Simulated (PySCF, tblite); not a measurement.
**C3H6B2ClN: geometry, infrared bands and NMR shifts**

What infrared bands and NMR shifts should C3H6B2ClN (`CC#CB(Cl)BN`) show?

Computed with tblite 0.8.0 and PySCF 2.14.0, with density-fitted response routines of our own, on a single molecule in the gas phase. Atoms count from 0, in the outputs and in this text.

## (1) The molecule as given

13 atoms, charge 0, multiplicity 1; geometry from: force field or distance geometry start.

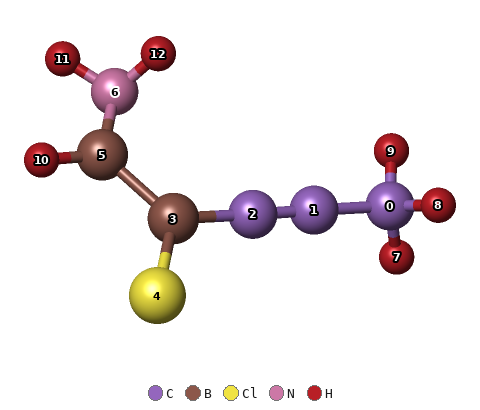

The starting geometry (carbon purple, boron brown, chlorine yellow, nitrogen pink, hydrogen red), atoms numbered; sticks join atoms by distance.

## (2) Relaxing the molecule with GFN2-xTB

Job settings and geometry (Å):

```
{"job": {"kind": "relax", "xc": "GFN2-xTB", "basis": "xTB"}, "charge": 0, "multiplicity": 1}
C      2.784600     0.945100    -0.159200
C      1.567400     0.125800    -0.080300
C      0.589400    -0.562800     0.005000
B     -0.684800    -1.415900     0.084700
Cl    -0.545800    -3.203500     0.563000
B     -2.180800    -0.765400    -0.220800
N     -2.304600     0.700600    -0.625200
H      3.396600     0.621100    -1.016200
H      3.369400     0.841800     0.777700
H      2.481800     2.008600    -0.293200
H     -3.139700    -1.452500    -0.159200
H     -3.325100     0.885700    -0.768600
H     -2.012900     1.271900     0.210000
```

Run with:

```console
$ OMP_NUM_THREADS=1 python probes_run.py task.json out
```

The driver reads the jobs from task.json and runs them one after another.

Log:

```text
step      E/eV     max force
  0    -526.84056    3.417
  1    -527.05633    4.467
  2    -527.33296    2.224
  3    -527.44666    1.205
  4    -527.60333    1.234
  5    -527.65469    0.982
  6    -527.75683    1.089
  7    -527.81279    0.597
  8    -527.83280    0.439
  9    -527.84650    0.404
 10    -527.85877    0.422
 11    -527.87082    0.398
 12    -527.88508    0.283
 13    -527.88961    0.218
 14    -527.89646    0.246
 15    -527.90049    0.191
 16    -527.90458    0.179
 17    -527.90803    0.205
 18    -527.91178    0.218
 19    -527.91481    0.171
 20    -527.91676    0.123
 21    -527.91796    0.107
 22    -527.91910    0.142
 23    -527.92034    0.142
 24    -527.92138    0.087
 25    -527.92209    0.077
 26    -527.92256    0.084
 27    -527.92302    0.087
 28    -527.92354    0.064
 29    -527.92392    0.048
 30    -527.92413    0.032
 31    -527.92426    0.034
 32    -527.92437    0.029
 33    -527.92449    0.030
 34    -527.92462    0.026
 35    -527.92473    0.033
 36    -527.92486    0.038
 37    -527.92503    0.040
 38    -527.92526    0.049
 39    -527.92552    0.044
 40    -527.92572    0.039
 41    -527.92583    0.035
 42    -527.92590    0.031
 43    -527.92599    0.031
 44    -527.92610    0.035
 45    -527.92620    0.033
 46    -527.92627    0.022
 47    -527.92632    0.021
 48    -527.92638    0.029
 49    -527.92645    0.030
 50    -527.92652    0.025
 51    -527.92657    0.025
 52    -527.92663    0.027
 53    -527.92673    0.039
 54    -527.92692    0.055
 55    -527.92720    0.058
 56    -527.92743    0.035
 57    -527.92755    0.025
 58    -527.92763    0.026
 59    -527.92773    0.041
 60    -527.92790    0.048
 61    -527.92812    0.042
 62    -527.92830    0.032
 63    -527.92843    0.032
 64    -527.92855    0.037
 65    -527.92871    0.044
 66    -527.92890    0.035
 67    -527.92908    0.030
 68    -527.92924    0.029
 69    -527.92940    0.037
 70    -527.92960    0.057
 71    -527.92985    0.051
 72    -527.93018    0.053
 73    -527.93043    0.050
 74    -527.93069    0.056
 75    -527.93116    0.063
 76    -527.93187    0.067
 77    -527.93294    0.099
 78    -527.92582    0.539
 79    -527.93414    0.063
 80    -527.93470    0.056
 81    -527.93528    0.139
 82    -527.93583    0.050
 83    -527.93603    0.039
 84    -527.93623    0.092
 85    -527.93640    0.037
 86    -527.93655    0.019
 87    -527.93664    0.025
 88    -527.93670    0.024
 89    -527.93681    0.027
 90    -527.93702    0.040
 91    -527.93741    0.056
 92    -527.93791    0.059
 93    -527.93836    0.045
 94    -527.93864    0.040
 95    -527.93886    0.042
 96    -527.93920    0.053
 97    -527.93980    0.081
 98    -527.94058    0.096
 99    -527.94227    0.202
100    -527.94443    0.221
101    -527.94901    0.334
102    -527.94978    0.301
103    -527.95360    0.213
104    -527.95540    0.271
105    -527.95689    0.231
106    -527.95839    0.105
107    -527.95958    0.092
108    -527.96041    0.139
109    -527.96092    0.080
110    -527.96119    0.114
111    -527.96145    0.054
112    -527.96183    0.049
113    -527.96250    0.060
114    -527.96314    0.099
115    -527.96394    0.098
116    -527.96486    0.116
117    -527.96672    0.182
118    -527.96752    0.146
119    -527.96793    0.161
120    -527.96914    0.106
121    -527.96979    0.142
122    -527.97050    0.063
123    -527.97099    0.088
124    -527.97128    0.065
125    -527.97147    0.044
126    -527.97159    0.026
127    -527.97170    0.025
128    -527.97173    0.012
129    -527.97176    0.012
130    -527.97179    0.017
131    -527.97181    0.017
132    -527.97184    0.014
133    -527.97185    0.008
```

Run time: 0.78 s. Hardware: 1 thread of Arm Neoverse V1, shared host.

The steps of the relaxation: (not every step is listed)

```
step  energy from step 0 (eV)  largest force (eV/Å)
   0                   0.0000                3.4173
   1                  -0.2158                4.4672
   2                  -0.4924                2.2241
   3                  -0.6061                1.2048
   4                  -0.7628                1.2338
   5                  -0.8141                0.9816
   6                  -0.9163                1.0891
   7                  -0.9722                0.5968
   8                  -0.9922                0.4390
  20                  -1.0762                0.1226
  32                  -1.0838                0.0292
  44                  -1.0855                0.0348
  56                  -1.0869                0.0353
  68                  -1.0887                0.0290
  80                  -1.0941                0.0559
  92                  -1.0974                0.0587
 104                  -1.1148                0.2708
 116                  -1.1243                0.1161
 128                  -1.1312                0.0119
 129                  -1.1312                0.0124
 130                  -1.1312                0.0171
 131                  -1.1313                0.0172
 132                  -1.1313                0.0137
 133                  -1.1313                0.0084
```

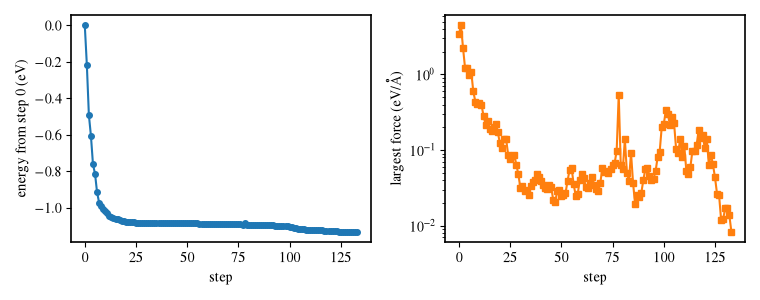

Energy and force, step by step.

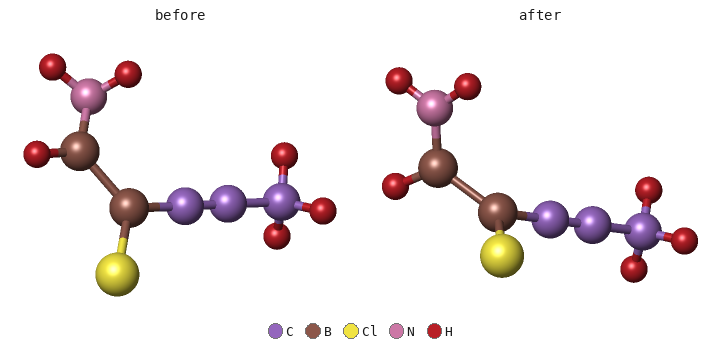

Before and after, at one scale.

Distances of close pairs at the start and the end, largest changes first:

```
  bond  before (Å)  after (Å)  change (Å)
 B5–N6       1.526      1.383      -0.143
B3–Cl4       1.856      1.738      -0.118
N6–H12       1.053      1.007      -0.046
N6–H11       1.047      1.007      -0.040
 C2–B3       1.535      1.506      -0.030
 C0–C1       1.469      1.444      -0.025
 C0–H9       1.114      1.090      -0.024
 C0–H8       1.109      1.090      -0.019
```

The next job starts from the end point, and lists it.

## (3) Harmonic vibrations with GFN2-xTB

Job settings and geometry (Å):

```
{"job": {"kind": "ir", "xc": "GFN2-xTB", "basis": "xTB"}, "charge": 0, "multiplicity": 1}
C      2.998020     0.802127    -0.303963
C      1.725467     0.144566    -0.118467
C      0.657814    -0.403793     0.030120
B     -0.672011    -1.084205     0.220660
Cl    -0.653865    -2.468040     1.272031
B     -2.073871    -0.587517    -0.550407
N     -2.960286     0.319967     0.001077
H      3.529999     0.333411    -1.132118
H      3.605506     0.713285     0.596942
H      2.849986     1.857384    -0.534510
H     -2.366186    -1.000152    -1.617176
H     -3.807737     0.624814    -0.450227
H     -2.837223     0.748639     0.903799
```

Log:

```text
mode    cm-1     km/mol
  1     -13.8      0.29
  2      37.2      4.12
  3      78.5      0.29
  4      94.9      2.89
  5     150.6      1.97
  6     189.0      5.98
  7     268.3      1.62
  8     346.6      0.41
  9     400.7      3.21
 10     433.3      2.87
 11     527.8      6.48
 12     546.1     22.54
 13     649.9    182.48
 14     801.1    135.55
 15     838.9      6.66
 16     865.3     32.73
 17     900.5     25.54
 18    1004.6      9.64
 19    1025.2      3.22
 20    1092.6     55.57
 21    1205.8     16.67
 22    1355.9     86.89
 23    1382.8      2.97
 24    1448.0      6.92
 25    1451.3      6.25
 26    1553.1     60.82
 27    2299.5    266.65
 28    2543.5    154.44
 29    2997.1     23.15
 30    2998.6     18.28
 31    3006.2     25.65
 32    3466.9      0.37
 33    3499.3      2.21
```

Run time: 0.35 s. Hardware: 1 thread of Arm Neoverse V1, shared host.

Which atoms move in the most intense modes:

```
cm⁻¹  km/mol                                  atoms
 650   182.5            H12 39 %, H11 35 %, N6 22 %
 801   135.6                      B3 48 %, H10 15 %
 865    32.7  H11 25 %, B3 20 %, H12 18 %, H10 13 %
1093    55.6   H10 55 %, B5 15 %, N6 15 %, H12 10 %
1356    86.9                       B5 60 %, N6 21 %
1553    60.8            H12 41 %, H11 40 %, N6 16 %
2300   266.6                       C1 52 %, C2 46 %
2544   154.4                               H10 92 %
```

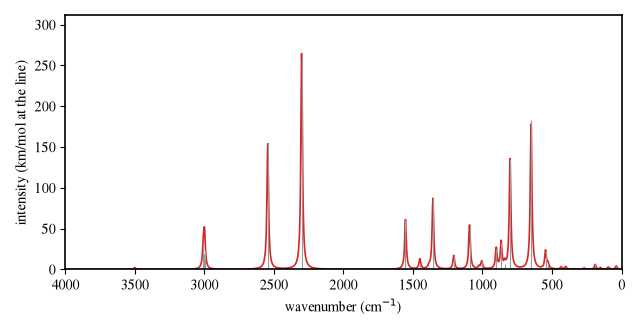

The infrared spectrum from these modes, unscaled. Lines are broadened to a width of 14 cm⁻¹ (Lorentzian).

## (4) NMR shieldings: PBE0/pcSseg-1

Settings changed since step 3:

```diff
@@ -1,2 +1,2 @@
-{"job": {"kind": "ir", "xc": "GFN2-xTB", "basis": "xTB"}, "charge": 0, "multiplicity": 1}
+{"job": {"kind": "nmr", "xc": "PBE0", "basis": "pcSseg-1"}, "charge": 0, "multiplicity": 1}
 C      2.998020     0.802127    -0.303963
```

With the program's defaults for keys left out, this is: GIAO PBE0/pcSseg-1 NMR shielding, non-relativistic, gas phase.

Log:

```text
coarse grid: 11840 points
cycle   1  E = -682.0360677425  dE =  8.082e-01  |g| = 4.615e-01  |ddm| = 3.636e+00
cycle   2  E = -682.0235351191  dE =  1.253e-02  |g| = 5.337e-01  |ddm| = 1.030e+00
cycle   3  E = -682.0854718716  dE = -6.194e-02  |g| = 1.775e-01  |ddm| = 5.287e-01
cycle   4  E = -682.0930577730  dE = -7.586e-03  |g| = 4.252e-02  |ddm| = 1.500e-01
cycle   5  E = -682.0934337052  dE = -3.759e-04  |g| = 2.006e-02  |ddm| = 4.712e-02
cycle   6  E = -682.0935297842  dE = -9.608e-05  |g| = 2.328e-03  |ddm| = 1.673e-02
cycle   7  E = -682.0935309612  dE = -1.177e-06  |g| = 1.018e-03  |ddm| = 3.533e-03
final grid: 111016 points
cycle   8  E = -682.1288893009  dE = -3.081e-05  |g| = 7.219e-03  |ddm| = 2.867e-02
cycle   9  E = -682.1288844467  dE =  4.854e-06  |g| = 8.623e-03  |ddm| = 1.459e-02
cycle  10  E = -682.1289008509  dE = -1.640e-05  |g| = 1.702e-03  |ddm| = 7.119e-03
cycle  11  E = -682.1289014851  dE = -6.342e-07  |g| = 6.208e-04  |ddm| = 1.848e-03
cycle  12  E = -682.1289015735  dE = -8.842e-08  |g| = 1.583e-04  |ddm| = 5.491e-04
cycle  13  E = -682.1289015792  dE = -5.691e-09  |g| = 3.291e-05  |ddm| = 1.239e-04
cycle  14  E = -682.1289015795  dE = -2.570e-10  |g| = 9.584e-06  |ddm| = 4.736e-05
converged SCF energy = -682.1289015795

GIAO shielding tensors (ppm)
atom      isotropic    diamagn.    paramagn.     s11        s22        s33       span
  0 C      179.365     252.317     -72.952    172.385    173.226    192.484     20.099
  1 C       48.562     274.706    -226.143    -14.657      8.299    152.045    166.702
  2 C       89.597     257.782    -168.185     -5.224     -2.123    276.138    281.363
  3 B       32.727     193.880    -161.153    -54.832     31.676    121.337    176.169
  4 Cl     616.618    1148.475    -531.857    225.286    562.520   1062.048    836.763
  5 B       57.987     196.940    -138.953     12.389     38.406    123.167    110.778
  6 N      145.084     315.105    -170.021     37.382    173.520    224.350    186.968
  7 H       29.339      27.427       1.912     24.893     27.498     35.625     10.732
  8 H       29.368      27.594       1.774     24.501     27.751     35.851     11.350
  9 H       29.378      29.880      -0.502     24.489     27.844     35.801     11.312
 10 H       26.396      29.555      -3.159     24.517     27.099     27.572      3.055
 11 H       27.043      27.853      -0.809     23.349     23.522     34.258     10.909
 12 H       27.550      32.148      -4.598     23.742     25.802     33.106      9.364
```

It took 18 s on 1 thread of Arm Neoverse V1, shared host; peak memory 0.71 GiB.

The references, computed at this level on geometries of the same kind, shield at (ppm): 1H TMS 31.72, 13C TMS 186.9, 15N NH3 267.7, 11B BF3·OEt2 100.1, 35Cl HCl 950. Their shielding less the atom's gives the shift. The references are single molecules in the gas phase, so shifts against H2O, NH3, PH3, H3PO4 or CFCl3 are not on the usual liquid scales and can be off by tens of ppm. Atoms listed in one row are averaged.

```
     atoms                              environment  σ (ppm)  δ (ppm)  δ scaled to CDCl3
        C1                            alkyne carbon     48.6    138.4              133.1
        C2                            alkyne carbon     89.6     97.3               93.1
        C0                propargylic methyl carbon    179.4      7.6                5.5
       H10       hydrogen on a boron bonded to B, N    26.40     5.32                  –
  H11, H12       hydrogen on a nitrogen bonded to B    27.30     4.42                  –
H7, H8, H9  hydrogen on a propargylic methyl carbon    29.36     2.36               2.33
        B3                 boron bonded to C, B, Cl     32.7     67.3                  –
        B5                  boron bonded to B, N, H     58.0     42.1                  –
       Cl4                     chlorine bonded to B      617      333                  –
        N6                nitrogen bonded to B, 2 H    145.1    122.6                  –
```

The scaled column applies a straight-line fit of computed shieldings to shifts measured in CDCl3, with any fitted terms for Cl, Br or S neighbours (root-mean-square error 0.16 ppm for H, 1.9 ppm for C).

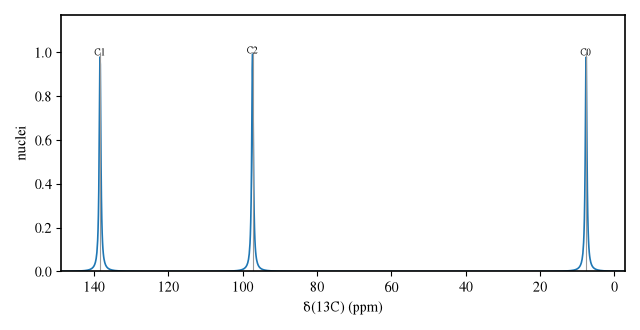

13C lines at the computed shifts, without couplings. Lines are broadened to a width of 0.52 ppm (Lorentzian).

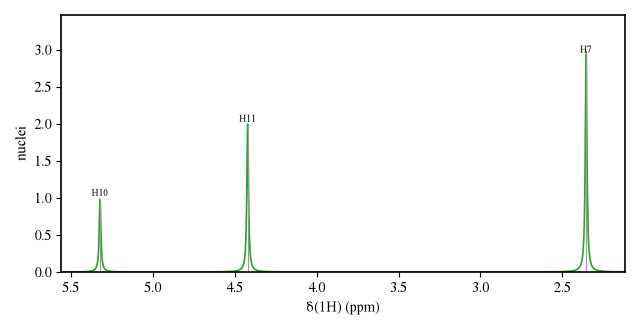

1H lines at the computed shifts, without couplings. Lines are broadened to a width of 0.01 ppm (Lorentzian).

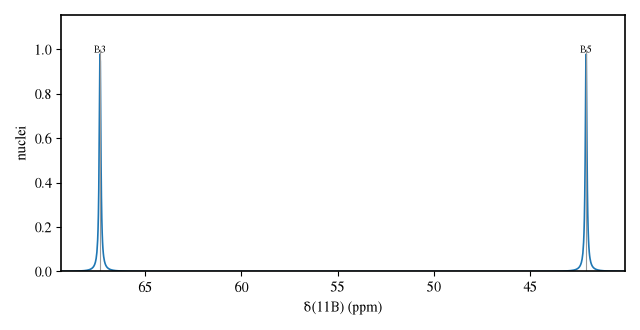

11B lines at the computed shifts, without couplings. Lines are broadened to a width of 0.10 ppm (Lorentzian).

The run also stored atomic charges by several schemes (e):

```
atoms  Mulliken    IAO  Hirshfeld  ESP fit
   C0     -0.17  -0.44      -0.09    -0.54
   C1     -0.25   0.02      -0.01     0.22
   C2     -0.20  -0.17      -0.15    -0.39
   B3      0.22   0.06       0.10     0.27
  Cl4     -0.21  -0.05      -0.08    -0.16
   B5      0.16  -0.01       0.06     0.18
   N6     -0.44  -0.50      -0.22    -0.84
```

Hirshfeld charges:

C0 -0.09; C1 -0.01; C2 -0.15; B3 0.10; Cl4 -0.08; B5 0.06; N6 -0.22; H7 0.07; H8 0.06; H9 0.06; H10 -0.07; H11 0.13; H12 0.13

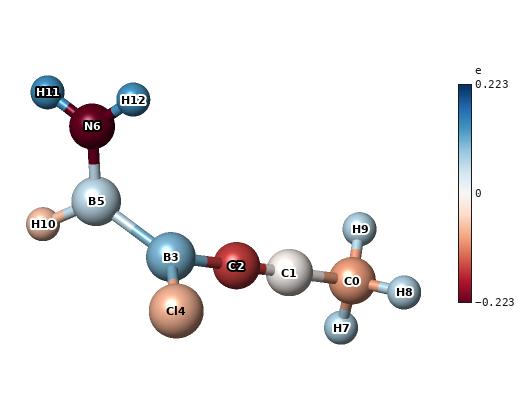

Hirshfeld charges, as colours on the atoms.

Mayer bond orders: C0–C1 1.19, C1–C2 2.55, C2–B3 1.11, B3–Cl4 1.11, B3–B5 0.98, B5–N6 1.40.

## (5) Summary of results

| quantity | value |
| --- | --- |
| strongest single infrared mode (GFN2-xTB) | 2300 cm⁻¹, 267 km/mol |
| zero-point energy (GFN2-xTB) | 56.4 kcal/mol |
| 13C shifts against TMS (PBE0/pcSseg-1) | 138.4, 97.3, 7.6 ppm |
| 1H shifts against TMS (PBE0/pcSseg-1, means over atoms taken as alike) | 5.32, 4.42, 2.36 ppm |
| 11B shifts against BF3·OEt2 (PBE0/pcSseg-1) | 67.3, 42.1 ppm |
| 35Cl shifts against HCl (PBE0/pcSseg-1) | 333 ppm |
| 15N shifts against NH3 (PBE0/pcSseg-1) | 122.6 ppm |

What this shows: Over 133 steps the energy fell by 1.131 eV; of the close pairs, B5–N6 changed most, 1.526 to 1.383 Å. The lowest mode is slightly imaginary (14i cm⁻¹), a soft motion within the noise of the Hessian, so the minimum is not strictly shown. The strongest single mode, at 2300 cm⁻¹, moves mainly C1 and C2. GFN2-xTB is a fitted tight-binding method: band positions and strengths are rough. Its intensities can rank the bands wrongly. At PBE0/pcSseg-1: Shielding is most anisotropic at Cl4 (span 837 ppm, paramagnetic term -532 ppm).
